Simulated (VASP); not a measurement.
# A VASP study of TePt (r2SCAN + rVV10): structure first, properties next, part 3 of 6

What structure and properties does r2SCAN + rVV10 give TePt, and how near are they to the measured ones? The start is a cell from a database of measured crystal structures.

VASP 6.6.1; r2SCAN with rVV10; plane waves and PAW (Te, Pt).

Still holding for the runs below: The k-mesh is coarse for a metal.

So far. Step 2 (Relaxing cell and atoms (r2SCAN + rVV10)): It ends with a largest force of 0.004 eV/Å and a pressure of 0.00 GPa. The volume lies +1.9 % from that of the database's start. Step 3 (Second relaxation): It ends with a largest force of 0.002 eV/Å and a pressure of 0.03 GPa. The volume moved by under 0.01 %: the run met its threshold at the first step.

The database entry behind the starting cell differs from later determinations by our own check (c about 0.8 % long), so it need not match the best structure at ambient conditions.

## (4) Density, ELF and potential (r2SCAN + rVV10)

A single point on the relaxed cell gives a clean self-consistent state, with density, ELF and potential written out.

INCAR reads:

```
SYSTEM = TePt
PREC = Accurate
ENCUT = 400
EDIFF = 1E-06
NELM = 100
ISMEAR = 0
SIGMA = 0.05
LREAL = .FALSE.
ALGO = Normal
METAGGA = R2SCAN
LUSE_VDW = .TRUE.
IVDW_NL = 2
BPARAM = 11.95
CPARAM = 0.0093
LASPH = .TRUE.
NBANDS = 22
LORBIT = 11
LWAVE = .FALSE.
LCHARG = .TRUE.
ISIF = 2
LELF = .TRUE.
LVHAR = .TRUE.
```

POSCAR reads:

```
TePt
1.0
   -3.9730888197      0.0000000000      0.0000000000
    1.9865444098     -3.4407958493      0.0000000000
    1.9865444098      1.1469319498      6.7537691630
Te Pt
2 2
Direct
    0.1943745804      0.0971872902      0.2915618707
    0.8056254196      0.9028127098      0.7084381293
    0.7394207909      0.3697103955      0.1091311864
    0.2605792091      0.6302896045      0.8908688136
```

KPOINTS reads:

```
Automatic mesh
0
Gamma
6 6 6
0 0 0
```

Potentials, in the order of the species: Te and Pt (PBE family, release 64).

Run with:

```console
$ mpirun -np 4 vasp_std
```

What it wrote:

```text
[banner, memory and clock lines left out]
running    4 mpi-ranks, on    1 nodes
 distrk:  each k-point on    4 cores,    1 groups
 distr:  one band on    1 cores,    4 groups

 POSCAR found type information on POSCAR TePt
 POSCAR found :  2 types and       4 ions
 [... a notice as in an earlier step ...]

 [... a notice as in an earlier step ...]

 LDA part: xc-table for (None), standard interpolation
|                                                                             |
|           W    W    AA    RRRRR   N    N  II  N    N   GGGG   !!!           |
|           W    W   A  A   R    R  NN   N  II  NN   N  G    G  !!!           |
|           W    W  A    A  R    R  N N  N  II  N N  N  G       !!!           |
|           W WW W  AAAAAA  RRRRR   N  N N  II  N  N N  G  GGG   !            |
|           WW  WW  A    A  R   R   N   NN  II  N   NN  G    G                |
|           W    W  A    A  R    R  N    N  II  N    N   GGGG   !!!           |
|                                                                             |
|     The number of bands has been changed from the values supplied in        |
|     The orbitals not found in the WAVECAR file will be initialized with     |
|     random numbers, which is usually adequate. For correlated               |
|     calculations, however, you should redo the groundstate calculation.     |
|     I found NBANDS = 22. Now, NBANDS = 24.                                  |
|                                                                             |

 POSCAR, INCAR and KPOINTS ok, starting setup
 FFT: planning ... GRIDC
 FFT: planning ... GRID_SOFT
 FFT: planning ... GRID
 WAVECAR not read
 entering main loop
       N       E                     dE             d eps       ncg     rms          rms(c)
Total rVV10 correction in eV:      0.7033702    43.2549020
DAV:   1    -0.157335134545E+00   -0.15734E+00   -0.12301E+04  1536   0.981E+02
DAV:   2    -0.157677299465E+03   -0.15752E+03   -0.14544E+03  1872   0.208E+02
DAV:   3    -0.163211665917E+03   -0.55344E+01   -0.54612E+01  1888   0.394E+01
DAV:   4    -0.163274954283E+03   -0.63288E-01   -0.63274E-01  1856   0.470E+00
DAV:   5    -0.163275973339E+03   -0.10191E-02   -0.10190E-02  1936   0.558E-01    0.157E+01
Total rVV10 correction in eV:      0.6803559    43.2549019
DAV:   6    -0.154834885370E+03    0.84411E+01   -0.50223E+00  1648   0.171E+01    0.957E+00
Total rVV10 correction in eV:      0.6835065    43.2549019
DAV:   7    -0.154708768989E+03    0.12612E+00   -0.62003E-01  1584   0.780E+00    0.429E+00
Total rVV10 correction in eV:      0.6817315    43.2549019
DAV:   8    -0.154705459777E+03    0.33092E-02   -0.94594E-02  1808   0.211E+00    0.122E+00
Total rVV10 correction in eV:      0.6814810    43.2549019
DAV:   9    -0.154698642949E+03    0.68168E-02   -0.29658E-02  1712   0.147E+00    0.255E-01
Total rVV10 correction in eV:      0.6818937    43.2549019
DAV:  10    -0.154699554547E+03   -0.91160E-03   -0.41620E-03  1840   0.327E-01    0.289E-01
Total rVV10 correction in eV:      0.6819089    43.2549019
DAV:  11    -0.154699630195E+03   -0.75647E-04   -0.83894E-05  1848   0.635E-02    0.143E-01
Total rVV10 correction in eV:      0.6820532    43.2549019
DAV:  12    -0.154699546527E+03    0.83668E-04   -0.20355E-04  1640   0.115E-01    0.637E-02
Total rVV10 correction in eV:      0.6821027    43.2549019
DAV:  13    -0.154699552743E+03   -0.62159E-05   -0.17086E-05  1784   0.231E-02    0.378E-02
Total rVV10 correction in eV:      0.6821016    43.2549019
DAV:  14    -0.154699552592E+03    0.15140E-06   -0.23333E-07  1104   0.332E-03
Total rVV10 correction in eV:      0.6821825    43.2549019
Total rVV10 correction in eV:      0.6821044    43.2549019
   1 F= -.15469955E+03 E0= -.15469701E+03  d E =-.509211E-02
```

The job ended after 64 s (4 MPI ranks of Intel Xeon Platinum 8375C at 2.90GHz (Ice Lake), shared host; peak memory 0.77 GiB; 4.2 min of CPU time).

From OUTCAR (step 4):

```text
The static configuration has the point symmetry D_3d.

 Found     32 irreducible k-points:

   k-points           NKPTS =     32   k-points in BZ     NKDIM =     32   number of bands    NBANDS=     24

   NELECT =      32.0000    total number of electrons

 E-fermi :   8.0166

 k-point     1 :       0.0000    0.0000    0.0000
  band No.  band energies     occupation
    ...
      9       4.8660      2.00000
     10       4.8660      2.00000
     11       5.9155      2.00000
     12       5.9155      2.00000
     13       6.1953      2.00000
     14       8.7527      0.00000
     15       8.7527      0.00000
     16       8.8039      0.00000
     17       9.4473      0.00000
     18      10.9569      0.00000
    ...

 k-point     2 :       0.1667    0.0000    0.0000
  band No.  band energies     occupation
    ...
     10       4.4405      2.00000
     11       5.8622      2.00000
     12       5.9067      2.00000
     13       6.2204      2.00000
     14       6.5869      2.00000
     15       8.9232      0.00000
     16       9.1892      0.00000
     17       9.7997      0.00000
     18       9.9049      0.00000
     19      10.5913      0.00000
    ...

  Total        0.0253680      0.0253680      0.0295132      0.0000000      0.0000000     -0.0000000
  in kB        0.4402132      0.4402132      0.5121452      0.0000000      0.0000000     -0.0000000
  external PRESSURE =       0.4641905 kB  Pullay stress =       0.0000000 kB

 POSITION                                       TOTAL-FORCE (eV/Angst)
 -----------------------------------------------------------------------------------
      0.00000      0.00000      1.96914        -0.000000      0.000000      0.000325
     -0.00000     -2.29386      4.78463         0.000000     -0.000000     -0.000325
     -1.98654     -1.14693      0.73705        -0.000000      0.000000      0.001655
      1.98654     -1.14693      6.01672         0.000000     -0.000000     -0.001655
 -----------------------------------------------------------------------------------
    total drift:                               -0.000000      0.000000     -0.000000

  FREE ENERGIE OF THE ION-ELECTRON SYSTEM (eV)
  ---------------------------------------------------
  free  energy   TOTEN  =      -154.6995525915 eV

  energy  without entropy=     -154.6944604865  energy(sigma->0) =     -154.69700654

[... 8 parts as in an earlier step ...]

[... 5 further parts left out ...]
```

Numbers from this step:

```yaml
electronic_steps: 14
bands: 24
pressure: 0.04642 GPa
```

Valence electrons inside each PAW sphere by angular momentum. Sphere charges, by row:

```tsv
atom	s (e)	p (e)	d (e)	tot (e)
Te1	1.395	1.875	0.087	3.357
Te2	1.395	1.875	0.087	3.357
Pt3	0.682	0.584	8.124	9.39
Pt4	0.682	0.584	8.124	9.39
```

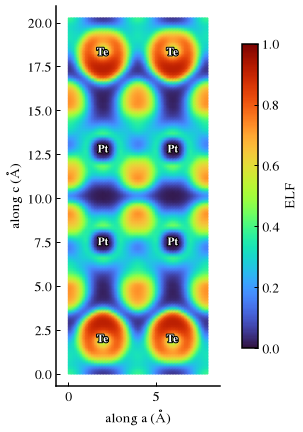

ELF in the ac plane of the conventional cell at fractional y = 0.000, with atoms of Te and Pt within 0.2 Å of it. It is the smooth field of the valence electrons, not physical close to the nuclei. The map starts off the cell's origin, so that atoms lie inside it.

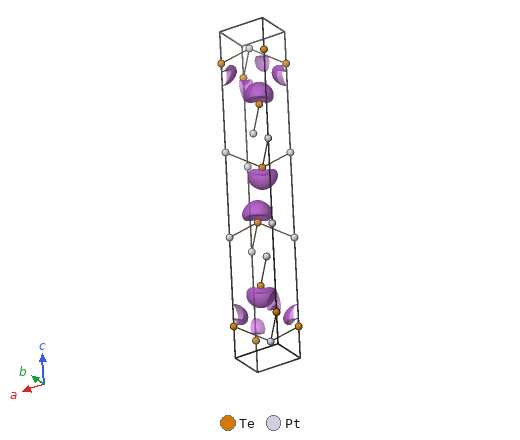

Surface of ELF = 0.83. Bonds to atoms that aren't drawn are left out.

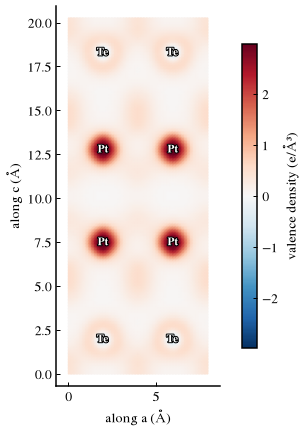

Valence density in the ac plane of the conventional cell at fractional y = 0.000, with atoms of Te and Pt within 0.2 Å of it. It is the smooth field of the valence electrons, not physical close to the nuclei. The map starts off the cell's origin, so that atoms lie inside it.

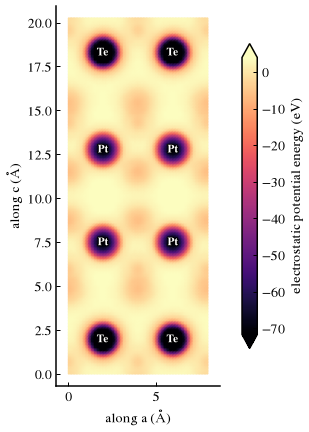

Electrostatic potential energy in the ac plane of the conventional cell at fractional y = 0.000, with atoms of Te and Pt within 0.2 Å of it. With pseudopotentials it is smooth inside the atoms' cores, unlike the true potential. The map starts off the cell's origin, so that atoms lie inside it.

In this run the pressure is 0.05 GPa, small enough to go on.

## (5) Bands along the symmetry lines (r2SCAN + rVV10)

Levels along the symmetry lines show where the bands peak and cross; KPOINTS_OPT computes them in the converged potential.

INCAR, as its differences from that of step 4:

```diff
@@ -15,8 +15,6 @@
 LASPH = .TRUE.
-NBANDS = 22
+NBANDS = 30
 LORBIT = 11
 LWAVE = .FALSE.
-LCHARG = .TRUE.
-ISIF = 2
-LELF = .TRUE.
-LVHAR = .TRUE.
+LCHARG = .FALSE.
+KPAR = 4
```

POSCAR is that of step 4.

KPOINTS is that of step 4.

KPOINTS_OPT reads:

```
Line mode
16
Line-mode
Reciprocal
  0.00000000   0.00000000   0.00000000 GAMMA
  0.00000000  -0.50000000   0.00000000 L

  0.00000000  -0.50000000   0.00000000 L
 -0.37178557  -0.31410721   0.18589279 B1

 -0.31410721  -0.31410721  -0.18589279 B
  0.00000000   0.00000000  -0.50000000 Z

  0.00000000   0.00000000  -0.50000000 Z
  0.00000000   0.00000000   0.00000000 GAMMA

  0.00000000   0.00000000   0.00000000 GAMMA
 -0.34294639  -0.34294639   0.34294639 X

 -0.34294639  -0.31410721   0.00000000 Q
 -0.50000000   0.00000000   0.00000000 F

 -0.50000000   0.00000000   0.00000000 F
 -0.47116082   0.00000000  -0.18589279 P1

 -0.47116082   0.00000000  -0.18589279 P1
  0.00000000   0.00000000  -0.50000000 Z

  0.00000000  -0.50000000   0.00000000 L
  0.00000000  -0.47116082  -0.34294639 P
```

Run with:

```console
$ mpirun -np 4 vasp_std
```

What it wrote:

```text
[... set-up lines as in an earlier step ...]
 entering main loop
       N       E                     dE             d eps       ncg     rms          rms(c)
Total rVV10 correction in eV:      0.7033702    43.2549020
Total rVV10 correction in eV:      0.7033702    43.2549020
Total rVV10 correction in eV:      0.7033702    43.2549020
Total rVV10 correction in eV:      0.7033702    43.2549020
DAV:   1    -0.590945470514E+01   -0.59095E+01   -0.11997E+04  1920   0.785E+02
DAV:   2    -0.157641325688E+03   -0.15173E+03   -0.14170E+03  2202   0.183E+02
DAV:   3    -0.163215968218E+03   -0.55746E+01   -0.54926E+01  2336   0.332E+01
DAV:   4    -0.163274600562E+03   -0.58632E-01   -0.58618E-01  2204   0.383E+00
DAV:   5    -0.163275962335E+03   -0.13618E-02   -0.13618E-02  2294   0.573E-01    0.157E+01
Total rVV10 correction in eV:      0.6803565    43.2549019
Total rVV10 correction in eV:      0.6803565    43.2549019
Total rVV10 correction in eV:      0.6803565    43.2549019
Total rVV10 correction in eV:      0.6803565    43.2549019
DAV:   6    -0.154836718933E+03    0.84392E+01   -0.40609E+00  2112   0.137E+01    0.954E+00
Total rVV10 correction in eV:      0.6835085    43.2549019
Total rVV10 correction in eV:      0.6835085    43.2549019
Total rVV10 correction in eV:      0.6835085    43.2549019
Total rVV10 correction in eV:      0.6835085    43.2549019
DAV:   7    -0.154712053409E+03    0.12467E+00   -0.42543E-01  2118   0.622E+00    0.431E+00
Total rVV10 correction in eV:      0.6817526    43.2549019
Total rVV10 correction in eV:      0.6817526    43.2549019
Total rVV10 correction in eV:      0.6817526    43.2549019
Total rVV10 correction in eV:      0.6817526    43.2549019
DAV:   8    -0.154703774895E+03    0.82785E-02   -0.77910E-02  2208   0.174E+00    0.113E+00
Total rVV10 correction in eV:      0.6815370    43.2549019
Total rVV10 correction in eV:      0.6815370    43.2549019
Total rVV10 correction in eV:      0.6815370    43.2549019
Total rVV10 correction in eV:      0.6815370    43.2549019
DAV:   9    -0.154698775658E+03    0.49992E-02   -0.22547E-02  2136   0.113E+00    0.252E-01
Total rVV10 correction in eV:      0.6818699    43.2549019
Total rVV10 correction in eV:      0.6818699    43.2549019
Total rVV10 correction in eV:      0.6818699    43.2549019
Total rVV10 correction in eV:      0.6818699    43.2549019
DAV:  10    -0.154699552938E+03   -0.77728E-03   -0.30658E-03  2244   0.234E-01    0.309E-01
Total rVV10 correction in eV:      0.6818515    43.2549019
Total rVV10 correction in eV:      0.6818515    43.2549019
Total rVV10 correction in eV:      0.6818515    43.2549019
Total rVV10 correction in eV:      0.6818515    43.2549019
DAV:  11    -0.154699578423E+03   -0.25485E-04   -0.45316E-05  2172   0.343E-02    0.186E-01
Total rVV10 correction in eV:      0.6820213    43.2549019
Total rVV10 correction in eV:      0.6820213    43.2549019
Total rVV10 correction in eV:      0.6820213    43.2549019
Total rVV10 correction in eV:      0.6820213    43.2549019
DAV:  12    -0.154699545579E+03    0.32844E-04   -0.15139E-04  2214   0.740E-02    0.146E-01
Total rVV10 correction in eV:      0.6820885    43.2549019
Total rVV10 correction in eV:      0.6820885    43.2549019
Total rVV10 correction in eV:      0.6820885    43.2549019
Total rVV10 correction in eV:      0.6820885    43.2549019
DAV:  13    -0.154699552557E+03   -0.69781E-05   -0.13534E-05  2118   0.180E-02    0.769E-02
Total rVV10 correction in eV:      0.6820782    43.2549019
Total rVV10 correction in eV:      0.6820782    43.2549019
Total rVV10 correction in eV:      0.6820782    43.2549019
Total rVV10 correction in eV:      0.6820782    43.2549019
DAV:  14    -0.154699552229E+03    0.32758E-06   -0.35012E-07  1442   0.329E-03
Total rVV10 correction in eV:      0.6822187    43.2549019
Total rVV10 correction in eV:      0.6822187    43.2549019
Total rVV10 correction in eV:      0.6822187    43.2549019
Total rVV10 correction in eV:      0.6822187    43.2549019
Total rVV10 correction in eV:      0.6821473    43.2549019
Total rVV10 correction in eV:      0.6821473    43.2549019
Total rVV10 correction in eV:      0.6821473    43.2549019
Total rVV10 correction in eV:      0.6821473    43.2549019
   1 F= -.15469955E+03 E0= -.15469701E+03  d E =-.509260E-02
 Start KPOINTS_OPT (optional k-point list driver)
k-point batch [1-32\144]
       N       E                     dE             ncg
DAV:   1     0.856054575211E+04   -0.12997E+05     1920
DAV:   2     0.365175595918E+04   -0.49088E+04     2192
DAV:   3     0.347573909186E+04   -0.17602E+03     2342
DAV:   4     0.347363687169E+04   -0.21022E+01     2218
DAV:   5     0.347358869216E+04   -0.48180E-01     2308
DAV:   6     0.347358696064E+04   -0.17315E-02     2278
DAV:   7     0.347358688888E+04   -0.71758E-04     2322
DAV:   8     0.347358688571E+04   -0.31726E-05     1690
DAV:   9     0.347358688555E+04   -0.16274E-06     1478
[...]
k-point batch [129-144\144]
       N       E                     dE             ncg
DAV:   1     0.129130159221E+05   -0.10037E+05      960
DAV:   2     0.104822161965E+05   -0.24308E+04     1100
DAV:   3     0.103999911287E+05   -0.82225E+02     1186
DAV:   4     0.103989700202E+05   -0.10211E+01     1134
DAV:   5     0.103989410825E+05   -0.28938E-01     1156
DAV:   6     0.103989399819E+05   -0.11006E-02     1152
DAV:   7     0.103989399374E+05   -0.44522E-04     1156
DAV:   8     0.103989399354E+05   -0.19851E-05      964
DAV:   9     0.103989399353E+05   -0.10055E-06      762
```

Elapsed: 3.4 min, on 4 MPI ranks; peak memory 1.5 GiB.

OUTCAR, selected parts (step 5):

```text
   k-points           NKPTS =     32   k-points in BZ     NKDIM =     32   number of bands    NBANDS=     30

   NELECT =      32.0000    total number of electrons

 E-fermi :   8.0161

 k-point     1 :       0.0000    0.0000    0.0000
  band No.  band energies     occupation
    ...
      9       4.8654      2.00000
     10       4.8654      2.00000
     11       5.9148      2.00000
     12       5.9148      2.00000
     13       6.1947      2.00000
     14       8.7523      0.00000
     15       8.7523      0.00000
     16       8.8035      0.00000
     17       9.4470      0.00000
     18      10.9563      0.00000
    ...

  Total        0.0475654      0.0475654      0.0556809      0.0000000      0.0000000     -0.0000000
  in kB        0.8254073      0.8254073      0.9662371      0.0000000      0.0000000     -0.0000000
  external PRESSURE =       0.8723506 kB  Pullay stress =       0.0000000 kB

 POSITION                                       TOTAL-FORCE (eV/Angst)
 -----------------------------------------------------------------------------------
      0.00000      0.00000      1.96914        -0.000000      0.000000      0.001402
     -0.00000     -2.29386      4.78463         0.000000     -0.000000     -0.001402
     -1.98654     -1.14693      0.73705        -0.000000      0.000000      0.001185
      1.98654     -1.14693      6.01672         0.000000     -0.000000     -0.001185
 -----------------------------------------------------------------------------------
    total drift:                               -0.000000      0.000000     -0.000000

  FREE ENERGIE OF THE ION-ELECTRON SYSTEM (eV)
  ---------------------------------------------------
  free  energy   TOTEN  =      -154.6995522293 eV

  energy  without entropy=     -154.6944596288  energy(sigma->0) =     -154.69700593

[... 8 parts as in an earlier step ...]

[... 8 further parts left out ...]
```

Spin-orbit coupling is off here; with elements this heavy it splits and shifts levels by tenths of an eV or more. The cell is typed on its shortest vectors, so the axes of tensors and the coordinates of k-points follow the printed cell and not the standard setting.

Numbers from this step:

```
bands        : 30
Fermi energy : 8.016 eV
pressure     : 0.08724 GPa
```

Electronic bands along the path, in eV, zero at the Fermi level; # counts the bands kept, so #1 is VASP's band 3:

```tsv
point	#11	#12	#13	#14	#15	#16	#17	#18
Γ	-1.82	0.74	0.74	0.79	1.43	2.94	2.94	5.04
L	-2.63	-2.10	-1.95	-1.09	0.31	1.48	2.15	4.10
B1	-2.50	-2.17	-1.34	-1.30	-0.44	1.25	3.56	3.58
jump to B	-2.50	-2.17	-1.34	-1.30	-0.44	1.25	3.56	3.58
Z	-1.74	-1.72	1.27	1.27	2.10	2.10	3.64	5.04
Γ	-1.82	0.74	0.74	0.79	1.43	2.94	2.94	5.04
X	-2.47	-2.19	-1.59	-0.86	-0.77	1.31	3.26	4.20
jump to Q	-2.47	-2.19	-1.59	-0.86	-0.77	1.31	3.26	4.20
F	-2.60	-1.89	-1.72	-1.33	-1.24	2.59	3.93	5.05
P1	-2.44	-1.88	-1.58	-1.57	-0.84	2.34	2.99	5.01
Z	-1.74	-1.72	1.27	1.27	2.10	2.10	3.64	5.04
jump to L	-2.63	-2.10	-1.95	-1.09	0.31	1.48	2.15	4.10
P	-2.44	-1.88	-1.58	-1.57	-0.84	2.34	2.99	5.01
```

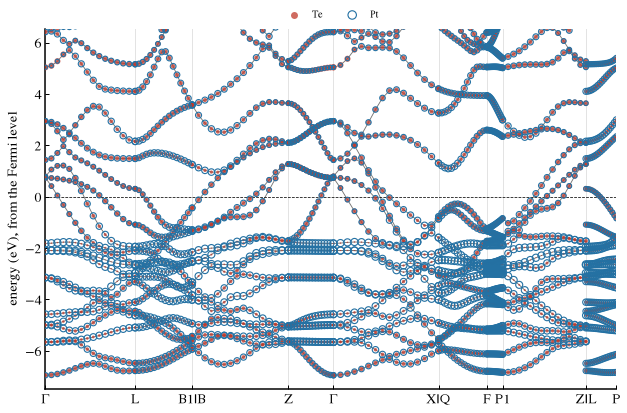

Electronic bands along the path; dots are coloured as in the legend, and their area grows with the weight.

There is no gap at this level.

[end of part 3 of 6]

[Lines on the potential files, build, host, timing and source positions are cut from VASP's logs without a mark.]

[Logs are printed without paths, hosts, clocks, repeated set-up lines and the standing remarks that a program may print on its own settings, such as how far it seeks lower states.]

[Hosts, paths, dates, database ids (printed as entryN), source tags and the programs' standing remarks are cut or masked in the printed files.]

[A measured line is paired with the nearest computed mode of its activity, which favours agreement.]
